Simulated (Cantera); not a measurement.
Feed: 1 mol ZrO2, a varied amount of H2, 2.9 mol N2, held at 2023 K and 650000 Pa.

These are equilibrium values from Cantera (NASA tables, ideal gas, pure condensed phases), not measurements of a reactor. Candidate condensed phases: H2O, Zr, ZrN, ZrO2; 28 gas species. Mutual solubility and eutectic melting of coexisting phases are not modelled. ZrN: taken at fixed stoichiometry. Condensed phases not in the tables: solid solutions among these carbides, nitrides and lower oxides. Rates play no part.

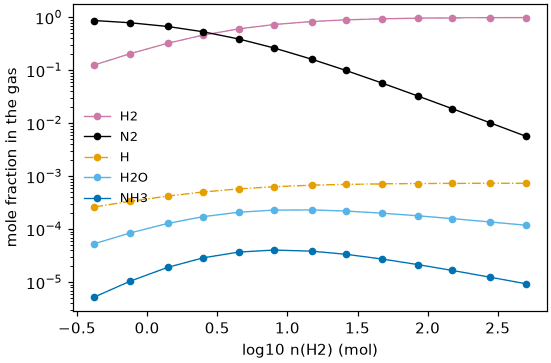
Figure: Equilibrium gas composition (values under 1e-9 drawn at 1e-9)

At 0.42 mol H2 the condensed part is ZrO2(tetragonal). From 0.76 mol H2 to 500 mol H2 the condensed part is ZrN(s) + ZrO2(tetragonal).
